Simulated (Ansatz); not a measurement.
**C₂H₇Al: geometry relaxation (part 2 of 2)**

C₂H₇Al; RKS PBE0-D4/def2-TZVP (Ansatz 0.2.0). 

Geometry of the input (Å):
```
Al 0.4127  0.5088  -0.0147
H  0.7834  2.0036  0.4625
C  -0.2096  0.2905  -1.8787
C  1.4417  -0.9724  0.7959
H  0.6277  0.3733  -2.5805
H  -0.9369  1.0531  -2.1797
H  -0.6666  -0.6893  -2.0613
H  1.5668  -0.8644  1.8794
H  2.4522  -1.0198  0.3751
H  0.9877  -1.9537  0.6140
```

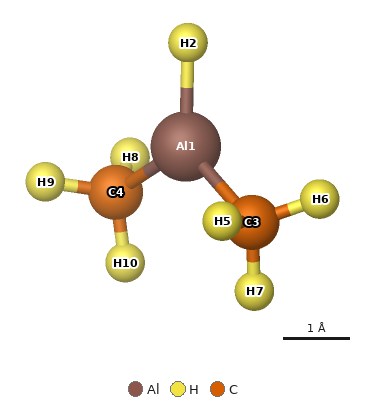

**Figure 1.** The geometry at step 22 of the log (ball-and-stick view, seen at a tilt; atoms are numbered from 1 in the order of the input).

**Trajectory as extended XYZ, continued**
```
10
Properties=species:S:1:pos:R:3:forces:R:3 step=7 energy=-8780.40638
Al    0.6443    0.5280   -0.1485    0.0003  -0.0106  -0.0052
H     0.7283    1.9869    0.4886    0.0023   0.0078   0.0023
C    -0.2069    0.2938   -1.8924   -0.0021  -0.0034  -0.0123
C     1.4549   -0.9770    0.7991    0.0072  -0.0105   0.0026
H     0.5368    0.4226   -2.6893   -0.0020   0.0017   0.0099
H    -0.9921    1.0318   -2.0790    0.0045  -0.0042   0.0065
H    -0.6343   -0.7044   -2.0227    0.0016   0.0048   0.0028
H     1.4525   -0.8404    1.8842   -0.0041   0.0025  -0.0076
H     2.5060   -1.0813    0.5010   -0.0082   0.0063   0.0001
H     0.9697   -1.9303    0.5709    0.0004   0.0057   0.0009
10
Properties=species:S:1:pos:R:3:forces:R:3 step=9 energy=-8780.40658
Al    0.6645    0.5267   -0.1616   -0.0241  -0.0106   0.0099
H     0.7791    1.9911    0.4592    0.0089   0.0026  -0.0043
C    -0.2136    0.2929   -1.8924    0.0070   0.0024  -0.0434
C     1.4511   -0.9802    0.8037    0.0382  -0.0215   0.0069
H     0.5099    0.4616   -2.7017   -0.0255  -0.0042   0.0311
H    -1.0245    1.0109   -2.0500    0.0236  -0.0194   0.0125
H    -0.6139   -0.7155   -2.0339    0.0085   0.0206   0.0067
H     1.4054   -0.8504    1.8895   -0.0043   0.0019  -0.0330
H     2.5157   -1.0700    0.5480   -0.0393   0.0061   0.0095
H     0.9854   -1.9374    0.5512    0.0068   0.0221   0.0041
10
Properties=species:S:1:pos:R:3:forces:R:3 step=11 energy=-8780.40710
Al    0.6823    0.5224   -0.1747    0.0051   0.0114   0.0022
H     0.8549    1.9961    0.4148   -0.0032  -0.0192  -0.0071
C    -0.2222    0.2903   -1.8920   -0.0128   0.0121   0.0055
C     1.4454   -0.9849    0.8086   -0.0059   0.0070   0.0161
H     0.4763    0.5141   -2.7087   -0.0214  -0.0041   0.0086
H    -1.0650    0.9796   -2.0093    0.0315  -0.0279  -0.0019
H    -0.5848   -0.7294   -2.0500    0.0052   0.0212  -0.0042
H     1.3411   -0.8641    1.8920    0.0080  -0.0099  -0.0410
H     2.5226   -1.0481    0.6069   -0.0204  -0.0057   0.0121
H     1.0085   -1.9464    0.5243    0.0139   0.0151   0.0097
10
Properties=species:S:1:pos:R:3:forces:R:3 step=12 energy=-8780.40722
Al    0.6899    0.5217   -0.1797    0.0035   0.0120   0.0034
H     0.8743    1.9966    0.4030   -0.0024  -0.0177  -0.0069
C    -0.2242    0.2900   -1.8918   -0.0121   0.0160  -0.0060
C     1.4442   -0.9857    0.8099    0.0049   0.0032   0.0208
H     0.4643    0.5289   -2.7131   -0.0258  -0.0067   0.0170
H    -1.0760    0.9705   -1.9972    0.0354  -0.0310  -0.0006
H    -0.5766   -0.7324   -2.0545    0.0050   0.0222  -0.0037
H     1.3226   -0.8676    1.8921    0.0080  -0.0099  -0.0463
H     2.5251   -1.0442    0.6261   -0.0302  -0.0043   0.0118
H     1.0153   -1.9482    0.5172    0.0138   0.0162   0.0104
10
Properties=species:S:1:pos:R:3:forces:R:3 step=14 energy=-8780.40760
Al    0.7090    0.5209   -0.1918   -0.0036   0.0074   0.0057
H     0.9194    1.9975    0.3756    0.0015  -0.0089  -0.0051
C    -0.2280    0.2897   -1.8910   -0.0011   0.0131  -0.0240
C     1.4415   -0.9869    0.8124    0.0231  -0.0052   0.0148
H     0.4340    0.5632   -2.7231   -0.0185  -0.0070   0.0224
H    -1.1002    0.9473   -1.9678    0.0199  -0.0173   0.0032
H    -0.5565   -0.7384   -2.0649    0.0018   0.0111  -0.0003
H     1.2786   -0.8760    1.8896    0.0018  -0.0034  -0.0268
H     2.5293   -1.0362    0.6724   -0.0301   0.0014   0.0046
H     1.0321   -1.9514    0.5006    0.0052   0.0088   0.0054
10
Properties=species:S:1:pos:R:3:forces:R:3 step=16 energy=-8780.40778
Al    0.7247    0.5198   -0.2021   -0.0267  -0.0042   0.0146
H     0.9528    1.9970    0.3548    0.0086  -0.0001  -0.0054
C    -0.2311    0.2893   -1.8908    0.0085   0.0042  -0.0087
C     1.4396   -0.9881    0.8145    0.0127   0.0010  -0.0019
H     0.4115    0.5887   -2.7279   -0.0067  -0.0017   0.0006
H    -1.1173    0.9296   -1.9448    0.0055  -0.0030   0.0033
H    -0.5423   -0.7423   -2.0738    0.0019   0.0026   0.0005
H     1.2454   -0.8815    1.8865   -0.0008   0.0018  -0.0069
H     2.5305   -1.0286    0.7061   -0.0046  -0.0034   0.0039
H     1.0453   -1.9542    0.4896    0.0016   0.0028   0.0000
10
Properties=species:S:1:pos:R:3:forces:R:3 step=17 energy=-8780.40770 accepted=F
Al    0.7505    0.5156   -0.2200   -0.0059   0.0134   0.0097
H     1.0322    1.9963    0.3052    0.0004  -0.0125  -0.0059
C    -0.2386    0.2888   -1.8902   -0.0109   0.0371  -0.0600
C     1.4352   -0.9909    0.8198    0.0543  -0.0124   0.0460
H     0.3634    0.6465   -2.7375   -0.0501  -0.0302   0.0634
H    -1.1560    0.8906   -1.8964    0.0634  -0.0456   0.0010
H    -0.5104   -0.7506   -2.0952    0.0042   0.0352  -0.0001
H     1.1734   -0.8956    1.8811    0.0165  -0.0094  -0.0768
H     2.5335   -1.0099    0.7799   -0.0871  -0.0030   0.0049
H     1.0760   -1.9612    0.4652    0.0152   0.0275   0.0178
10
Properties=species:S:1:pos:R:3:forces:R:3 step=19 energy=-8780.40793
Al    0.7272    0.5186   -0.2042   -0.0021  -0.0003   0.0012
H     0.9715    1.9969    0.3431    0.0012  -0.0012  -0.0013
C    -0.2329    0.2892   -1.8906    0.0078  -0.0023   0.0030
C     1.4386   -0.9887    0.8158    0.0009   0.0031  -0.0082
H     0.4017    0.6011   -2.7289    0.0022   0.0018  -0.0029
H    -1.1253    0.9210   -1.9354   -0.0078   0.0048   0.0013
H    -0.5354   -0.7437   -2.0789   -0.0013  -0.0039  -0.0007
H     1.2307   -0.8852    1.8852   -0.0035   0.0014   0.0086
H     2.5306   -1.0238    0.7213    0.0042   0.0004   0.0001
H     1.0524   -1.9557    0.4846   -0.0016  -0.0038  -0.0011
10
Properties=species:S:1:pos:R:3:forces:R:3 step=20 energy=-8780.40809
Al    0.7405    0.5165   -0.2133    0.0086   0.0047  -0.0032
H     1.0131    1.9964    0.3172   -0.0029  -0.0055  -0.0008
C    -0.2367    0.2890   -1.8903    0.0052   0.0050  -0.0058
C     1.4362   -0.9901    0.8185    0.0089   0.0022   0.0004
H     0.3764    0.6310   -2.7332   -0.0077  -0.0044   0.0116
H    -1.1450    0.9002   -1.9101    0.0027  -0.0044   0.0004
H    -0.5188   -0.7477   -2.0902   -0.0012   0.0028  -0.0013
H     1.1933   -0.8926    1.8817   -0.0005  -0.0020  -0.0049
H     2.5314   -1.0138    0.7596   -0.0146   0.0007   0.0005
H     1.0687   -1.9592    0.4721    0.0014   0.0009   0.0030
10
Properties=species:S:1:pos:R:3:forces:R:3 step=22 energy=-8780.40819
Al    0.7520    0.5158   -0.2208   -0.0055   0.0044   0.0055
H     1.0355    1.9961    0.3032    0.0010  -0.0066  -0.0037
C    -0.2382    0.2888   -1.8900   -0.0025  -0.0013   0.0056
C     1.4352   -0.9906    0.8194   -0.0060   0.0014  -0.0002
H     0.3595    0.6479   -2.7359    0.0038   0.0026  -0.0072
H    -1.1553    0.8873   -1.8934    0.0023  -0.0035   0.0018
H    -0.5087   -0.7496   -2.0966   -0.0005   0.0026   0.0004
H     1.1703   -0.8959    1.8778   -0.0014  -0.0006  -0.0044
H     2.5307   -1.0094    0.7833    0.0084  -0.0010   0.0004
H     1.0782   -1.9607    0.4649    0.0003   0.0020   0.0019
10
Properties=species:S:1:pos:R:3:forces:R:3 step=24 energy=-8780.40829
Al    0.7670    0.5144   -0.2307   -0.0002   0.0058   0.0029
H     1.0763    1.9952    0.2776   -0.0011  -0.0087  -0.0034
C    -0.2413    0.2885   -1.8893   -0.0080   0.0092  -0.0065
C     1.4330   -0.9915    0.8215    0.0043  -0.0001   0.0134
H     0.3323    0.6771   -2.7394   -0.0065  -0.0047   0.0083
H    -1.1730    0.8648   -1.8665    0.0164  -0.0130   0.0000
H    -0.4917   -0.7526   -2.1078    0.0002   0.0088   0.0008
H     1.1321   -0.9028    1.8715    0.0040  -0.0034  -0.0204
H     2.5296   -1.0002    0.8223   -0.0117  -0.0008   0.0001
H     1.0948   -1.9632    0.4528    0.0027   0.0070   0.0049
10
Properties=species:S:1:pos:R:3:forces:R:3 step=25 energy=-8780.40831
Al    0.7825    0.5133   -0.2408   -0.0126  -0.0037   0.0059
H     1.1098    1.9931    0.2558    0.0049   0.0041  -0.0010
C    -0.2436    0.2887   -1.8885    0.0169   0.0186  -0.0296
C     1.4313   -0.9918    0.8232    0.0383   0.0022   0.0054
H     0.3076    0.7021   -2.7427   -0.0239  -0.0172   0.0319
H    -1.1870    0.8441   -1.8419    0.0114  -0.0051   0.0000
H    -0.4771   -0.7540   -2.1170    0.0011   0.0022  -0.0022
H     1.0984   -0.9085    1.8639    0.0041   0.0005  -0.0117
H     2.5282   -0.9931    0.8569   -0.0433  -0.0024   0.0003
H     1.1092   -1.9643    0.4431    0.0031   0.0008   0.0010
10
Properties=species:S:1:pos:R:3:forces:R:3 step=27 energy=-8780.40839
Al    0.7811    0.5136   -0.2398    0.0005   0.0008   0.0001
H     1.1125    1.9936    0.2544    0.0001  -0.0001  -0.0001
C    -0.2435    0.2886   -1.8882    0.0002  -0.0003   0.0000
C     1.4310   -0.9916    0.8230    0.0000  -0.0001  -0.0003
H     0.3069    0.7023   -2.7411   -0.0003   0.0001   0.0000
H    -1.1872    0.8430   -1.8418   -0.0002   0.0001   0.0002
H    -0.4760   -0.7541   -2.1172   -0.0001  -0.0002  -0.0004
H     1.0978   -0.9093    1.8633   -0.0003   0.0001   0.0002
H     2.5266   -0.9923    0.8572   -0.0001   0.0000   0.0003
H     1.1099   -1.9641    0.4422    0.0002  -0.0004   0.0000
10
Properties=species:S:1:pos:R:3:forces:R:3 step=29 energy=-8780.40838 accepted=F
Al    0.8025    0.5123   -0.2536   -0.0001   0.0057   0.0028
H     1.1651    1.9917    0.2210   -0.0004  -0.0036  -0.0015
C    -0.2467    0.2886   -1.8866   -0.0107   0.0128  -0.0172
C     1.4282   -0.9919    0.8251    0.0122  -0.0047   0.0201
H     0.2692    0.7389   -2.7432   -0.0137  -0.0122   0.0202
H    -1.2073    0.8112   -1.8054    0.0240  -0.0137  -0.0028
H    -0.4533   -0.7564   -2.1315    0.0011   0.0117  -0.0003
H     1.0477   -0.9183    1.8509    0.0099  -0.0027  -0.0259
H     2.5216   -0.9808    0.9083   -0.0273  -0.0020  -0.0017
H     1.1323   -1.9658    0.4270    0.0050   0.0087   0.0062
10
Properties=species:S:1:pos:R:3:forces:R:3 step=30 energy=-8780.40842
Al    0.7937    0.5129   -0.2479    0.0002   0.0017   0.0007
H     1.1437    1.9926    0.2346   -0.0001  -0.0011  -0.0005
C    -0.2454    0.2886   -1.8872   -0.0031   0.0023  -0.0036
C     1.4293   -0.9918    0.8242    0.0020  -0.0016   0.0046
H     0.2845    0.7239   -2.7422   -0.0029  -0.0022   0.0038
H    -1.1991    0.8241   -1.8203    0.0053  -0.0030  -0.0005
H    -0.4625   -0.7555   -2.1257    0.0004   0.0028  -0.0001
H     1.0681   -0.9147    1.8559    0.0021  -0.0005  -0.0057
H     2.5235   -0.9855    0.8875   -0.0052  -0.0004   0.0000
H     1.1232   -1.9651    0.4332    0.0013   0.0021   0.0014
10
Properties=species:S:1:pos:R:3:forces:R:3 step=32 energy=-8780.40843
Al    0.7990    0.5126   -0.2513    0.0010   0.0035   0.0011
H     1.1569    1.9921    0.2262   -0.0006  -0.0025  -0.0008
C    -0.2462    0.2886   -1.8868   -0.0056   0.0012  -0.0014
C     1.4286   -0.9918    0.8247   -0.0014  -0.0019   0.0053
H     0.2749    0.7329   -2.7424   -0.0011  -0.0012   0.0016
H    -1.2038    0.8160   -1.8113    0.0061  -0.0038  -0.0005
H    -0.4568   -0.7558   -2.1294    0.0003   0.0034   0.0000
H     1.0557   -0.9169    1.8525    0.0022  -0.0008  -0.0068
H     2.5219   -0.9826    0.9002   -0.0023  -0.0004  -0.0003
H     1.1289   -1.9654    0.4295    0.0014   0.0025   0.0018
10
Properties=species:S:1:pos:R:3:forces:R:3 step=33 energy=-8780.40843 accepted=F
Al    0.8039    0.5124   -0.2545   -0.0069   0.0015   0.0050
H     1.1656    1.9917    0.2207    0.0019  -0.0014  -0.0018
C    -0.2467    0.2886   -1.8866    0.0007  -0.0007   0.0002
C     1.4282   -0.9918    0.8250    0.0000  -0.0002  -0.0010
H     0.2676    0.7392   -2.7428    0.0007   0.0007  -0.0027
H    -1.2068    0.8101   -1.8043    0.0006   0.0000   0.0009
H    -0.4529   -0.7559   -2.1320    0.0003   0.0001  -0.0002
H     1.0467   -0.9182    1.8496   -0.0004   0.0008  -0.0007
H     2.5205   -0.9809    0.9096    0.0027  -0.0008   0.0005
H     1.1330   -1.9656    0.4272    0.0003   0.0001  -0.0001
10
Properties=species:S:1:pos:R:3:forces:R:3 step=35 energy=-8780.40843
Al    0.8030    0.5124   -0.2539    0.0001   0.0004   0.0001
H     1.1668    1.9915    0.2199   -0.0001  -0.0006  -0.0002
C    -0.2468    0.2886   -1.8865   -0.0005   0.0002   0.0002
C     1.4281   -0.9918    0.8251   -0.0003   0.0001   0.0004
H     0.2676    0.7396   -2.7425    0.0003   0.0001  -0.0002
H    -1.2072    0.8098   -1.8044    0.0001  -0.0002   0.0000
H    -0.4527   -0.7559   -2.1323    0.0000   0.0000   0.0000
H     1.0465   -0.9186    1.8497    0.0000  -0.0001  -0.0002
H     2.5205   -0.9804    0.9098    0.0003   0.0001  -0.0001
H     1.1334   -1.9657    0.4270    0.0000   0.0000   0.0000
```

**Summary**

```csv
quantity,value
outcome,converged
total energy,−8780.4085 eV
mean-field energy,−8780.2947 eV
dispersion energy,−0.1138 eV
SCF solution under orbital rotations,stable
largest force (length of the vector) at the end,0.001 eV/Å
dipole moment,0.67 D
hardware,"4 threads of Arm Neoverse V1, 23 GiB of memory available, shared host"
wall time,43 s (CPU time 2.6 min)
peak memory,0.59 GiB
```
